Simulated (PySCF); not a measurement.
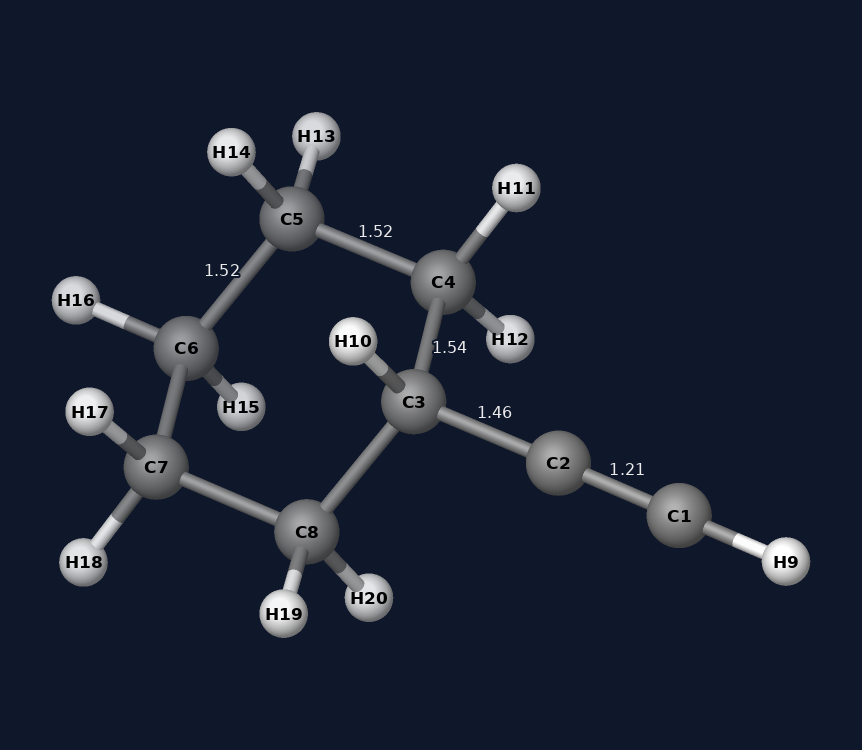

The numbers beside the sticks are distances in Å. Sticks don't show bond order. The geometry was computed by an optimisation with PBE0-D3(BJ)/def2-SVP. No frequency run is at hand to confirm it as a minimum.

> Assign a bond order to each marked bond.

C1–C2 triple; C2–C3 single; C3–C4 single; C4–C5 single; C5–C6 single.

> Write the SMILES.

C#CC1CCCCC1
